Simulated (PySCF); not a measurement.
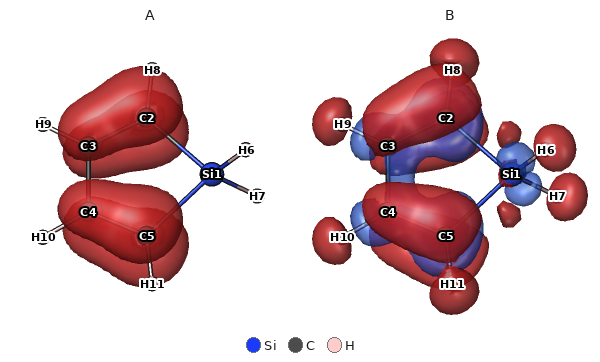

C$_{4}$H$_{6}$Si, SMILES `[SiH2]1C=CC=C1`. The Fukui function f⁻ from two separate SCF calculations and the density of the HOMO, at ±0.02 e/Å³ (red positive, blue negative).

Computed with PySCF, TPSS/def2-SVPD, geometry: GFN2-xTB. No frequency check shows the geometry to be a minimum.

**Which panel is which, and how good is the frozen-orbital picture?**

B is f⁻ (it has negative regions), A the HOMO density. The HOMO lies on C2 and C5 (27 % each), C3 and C4 (16 % each) and Si1 (6 %); f⁻ (Hirshfeld-condensed) is largest on C2 and C5 (0.16 each), C3 and C4 (0.11 each) and Si1 (0.11); the vertical ionisation energy is 8.57 eV (the stability of the cation's solution wasn't checked). Relaxation shifts 32 % of the electron between atoms. The orbital energy is −5.68 eV.
